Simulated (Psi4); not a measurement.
# UB2PLYP/def2-SVP (core potential, density fitting for correlation) run of InSiH3ClO (SMILES [SiH3][O][In][Cl])

What is the vertical ionisation energy of InSiH3ClO at UB2PLYP/def2-SVP (core potential, density fitting for correlation)? 

Program for the calculation: Psi4 1.11.

## (1) The system as given

InSiH3ClO has 7 atoms, charge 0, and is taken as a doublet. SMILES: `[SiH3][O][In][Cl]`. Geometry: relaxed at PBE0-D4/def2-TZVP. This is one conformer, not always the lowest.

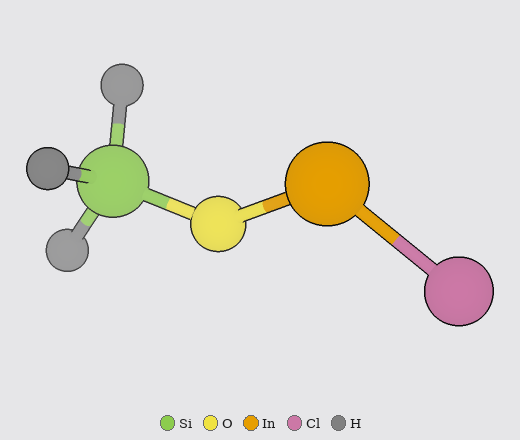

Viewed from a chosen angle; silicon green, oxygen yellow, indium amber, chlorine pink, hydrogen grey.

## (2) The energy at UB2PLYP/def2-SVP (core potential, density fitting for correlation)

Input file job.dat:

```
memory 2200 mb

molecule m {
  0 2
  Si     0.03136945     2.16298052     0.87078580
  O      0.38493721    -0.83450306     0.21637364
  In    -0.82694415    -3.25656503    -2.40108601
  Cl     0.62493243    -7.43267079    -1.96758284
  H      0.93768210     3.79740465    -1.23833753
  H      1.51877289     2.75484274     3.17833037
  H     -2.67093890     2.80832199     1.34151658
  units au
  symmetry c1
  no_reorient
  no_com
}

set basis def2-SVP
set reference uks
set puream true
set e_convergence 1e-09
set d_convergence 1e-08
set scf_type pk
set dft_radial_points 99
set dft_spherical_points 590
set num_frozen_docc 15
set maxiter 100

energy('b2plyp')
print_variables()
```

Command:

```
psi4 -i job.dat -o job.out -n 1
```

job.out:

```text
[...]
    !!!  WARNING: ECP capability is in beta. Please check occupations closely.  !!!
[...]
  Running in c1 symmetry.
[...]
  Nuclear repulsion =  283.742748805368592
[...]
  Multiplicity = 2
[...]
  Nalpha       = 32
  Nbeta        = 31
[...]
    Number of basis functions: 91
[...]
   @UKS iter   1: -1015.61644151864778   -1.33452e+00   7.88198e-03 ADIIS/DIIS
[...]
   @UKS iter  14: -1015.85289503019533   -1.12550e-11   7.49404e-09 DIIS
[...]
   @S^2 Observed:                7.570238113E-01
[...]
    Orbital Energies [Eh]
    ---------------------
    Alpha Occupied:
       1A   -102.860746     2A    -67.236250     3A    -19.717382
       4A     -9.893044     5A     -7.540118     6A     -7.533047
       7A     -7.532877     8A     -5.644687     9A     -5.008649
      10A     -3.903164    11A     -3.901746    12A     -3.901644
      13A     -3.353596    14A     -3.349279    15A     -3.345647
      16A     -1.090190    17A     -0.943390    18A     -0.914389
      19A     -0.912549    20A     -0.912140    21A     -0.905490
      22A     -0.875930    23A     -0.608394    24A     -0.510068
      25A     -0.449443    26A     -0.443339    27A     -0.436513
      28A     -0.373801    29A     -0.372974    30A     -0.370027
      31A     -0.358995    32A     -0.288149
[...]
  @UKS Final Energy: -1015.85289503019533
   => Energetics <=
    Nuclear Repulsion Energy =            283.7427488053685920
    One-Electron Energy =               -2042.8982983223372685
    Two-Electron Energy =                 779.5049421726739638
    DFT Exchange-Correlation Energy =     -36.2022876859006359
    Empirical Dispersion Energy =           0.0000000000000000
    VV10 Nonlocal Energy =                  0.0000000000000000
    Total Energy =                      -1015.8528950301953273
  UHF NO Occupations:
  HONO-2 :   30  A 1.9987077
  HONO-1 :   31  A 1.9981117
[...]
 Multipole Moments:
 ------------------------------------------------------------------------------------
     Multipole            Electronic (a.u.)      Nuclear  (a.u.)        Total (a.u.)
 ------------------------------------------------------------------------------------
 L = 1.  Multiply by 2.5417464519 to convert [e a0] to [Debye]
 Dipole X            :          2.7856495           -3.4377898           -0.6521403
 Dipole Y            :        162.1992901         -161.7769969            0.4222932
 Dipole Z            :         65.9186209          -66.6682147           -0.7495939
 Magnitude           :                                                    1.0795876
[...]
```

It took 16 s on 1 thread of Intel Xeon 6975P-C (Granite Rapids), shared host; peak memory 1.1 GiB.

## (3) The singlet cation

Input file clh3inosi.xyz:

```xyz
7
ClH3InOSi
Si     0.016600     1.144600     0.460800
O      0.203700    -0.441600     0.114500
In    -0.437600    -1.723300    -1.270600
Cl     0.330700    -3.933200    -1.041200
H      0.496200     2.009500    -0.655300
H      0.803700     1.457800     1.681900
H     -1.413400     1.486100     0.709900
```

Input file run_ase.py:

```python
import numpy as np
from ase.calculators.psi4 import Psi4
from ase.io import read

mol = read('clh3inosi.xyz')
calc = Psi4(atoms=mol, method='b2plyp', basis='def2-SVP', memory='2200MB', num_threads=1, charge=1, multiplicity=1, label='calc')
calc.psi4.set_options({'puream': True, 'e_convergence': 1e-09, 'd_convergence': 1e-08, 'scf_type': 'pk', 'dft_radial_points': 99, 'dft_spherical_points': 590, 'num_frozen_docc': 15})
mol.calc = calc

print(f'energy: {mol.get_potential_energy():.6f} eV')
```

Command:

```
python run_ase.py
```

calc.dat:

```text
[...]
    !!!  WARNING: ECP capability is in beta. Please check occupations closely.  !!!
[...]
  Running in c1 symmetry.
[...]
  Nuclear repulsion =  283.742748487817153
[...]
  Multiplicity = 1
[...]
  Nalpha       = 31
  Nbeta        = 31
[...]
    Number of basis functions: 91
[...]
   @RKS iter   1: -1015.27826220856775   -9.65587e-01   7.40022e-03 ADIIS/DIIS
[...]
   @RKS iter  13: -1015.52407058521374   -1.43245e-11   9.38566e-09 DIIS
[...]
    Orbital Energies [Eh]
    ---------------------
    Doubly Occupied:
       1A   -103.096762     2A    -67.393816     3A    -19.948304
       4A    -10.126689     5A     -7.773188     6A     -7.765780
       7A     -7.765667     8A     -5.804379     9A     -5.273712
      10A     -4.063674    11A     -4.060584    12A     -4.060498
      13A     -3.618126    14A     -3.616763    15A     -3.610706
      16A     -1.304811    17A     -1.191491    18A     -1.178482
      19A     -1.177130    20A     -1.173674    21A     -1.162254
      22A     -1.100741    23A     -0.790017    24A     -0.691143
      25A     -0.640720    26A     -0.635168    27A     -0.630313
      28A     -0.581054    29A     -0.579158    30A     -0.526824
      31A     -0.525936
[...]
  @RKS Final Energy: -1015.52407058521374
   => Energetics <=
    Nuclear Repulsion Energy =            283.7427484878171526
    One-Electron Energy =               -2029.1233527053816488
    Two-Electron Energy =                 765.9013287920287212
    DFT Exchange-Correlation Energy =     -36.0447951596779248
    Empirical Dispersion Energy =           0.0000000000000000
    VV10 Nonlocal Energy =                  0.0000000000000000
    Total Energy =                      -1015.5240705852137353
[...]
 Multipole Moments:
 ------------------------------------------------------------------------------------
     Multipole            Electronic (a.u.)      Nuclear  (a.u.)        Total (a.u.)
 ------------------------------------------------------------------------------------
 L = 1.  Multiply by 2.5417464519 to convert [e a0] to [Debye]
 Dipole X            :        -18.7487848           17.7941357           -0.9546491
 Dipole Y            :        -22.5802328           23.0309262            0.4506934
 Dipole Z            :        -34.8383283           33.6771639           -1.1611644
 Magnitude           :                                                    1.5693254
[...]
```

Standard output:

```text
energy: -27638.426464 eV
```

It took 9.9 s on 1 thread of Intel Xeon 6975P-C (Granite Rapids), shared host; peak memory 1.1 GiB.

## (4) What came out

Level: UB2PLYP/def2-SVP (core potential, density fitting for correlation), 15 core orbitals frozen.

```
                                                                   quantity           value
                                            doublet InSiH3ClO: total energy  -1016.01550 Eh
doublet InSiH3ClO: HOMO energy (SCF part's orbitals) (highest over α and β)        -7.84 eV
 doublet InSiH3ClO: LUMO energy (SCF part's orbitals) (lowest over α and β)        -3.07 eV
                                                    doublet InSiH3ClO: ⟨S²⟩           0.757
                                               singlet cation: total energy  -1015.69345 Eh
                          singlet cation: HOMO energy (SCF part's orbitals)       -14.31 eV
                          singlet cation: LUMO energy (SCF part's orbitals)       -10.00 eV
                        singlet cation: HOMO–LUMO gap (SCF part's orbitals)         4.31 eV
                         vertical ionisation energy (to the singlet cation)        8.764 eV
```

In words: The vertical ionisation energy comes to 8.76 eV (202 kcal/mol). With no_com the log's rotational constants are taken about the origin, not the centre of mass, so they aren't the molecule's.
